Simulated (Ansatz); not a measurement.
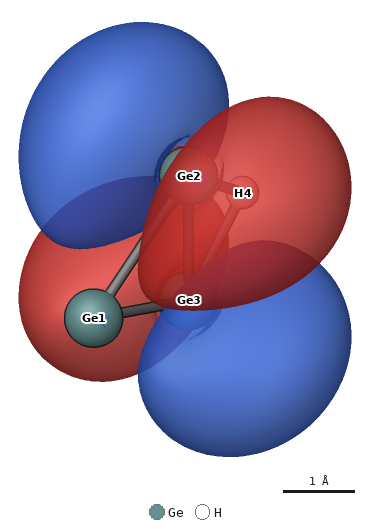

*Ge₃H (doublet). The LUMO (α) at ±0.06 Å⁻³ᐟ² (blue and red are the two phases), seen at an oblique angle.*

Geometry: PBE0-D4/def2-SVP.

Level of theory: UKS PBE0-D4/def2-TZVP in Ansatz.

```yaml
atoms:
  - { symbol: Ge, position_ang: [0.7473, 1.6670, 0.3700] }
  - { symbol: Ge, position_ang: [0.9853, -0.5498, -0.6470] }
  - { symbol: Ge, position_ang: [-1.1658, 0.1471, 0.5575] }
  - { symbol: H, position_ang: [-0.5667, -1.2643, -0.2805] }
```

Q: Where does this orbital lie, and at what energy?

A: Its weight (Hirshfeld) is mainly on Ge2 (about 45 %), Ge3 (about 45 %) and Ge1 (about 10 %); it changes sign across the molecular plane (π type); π-antibonding (a node) across Ge2–Ge3. Its energy is −2.22 eV.
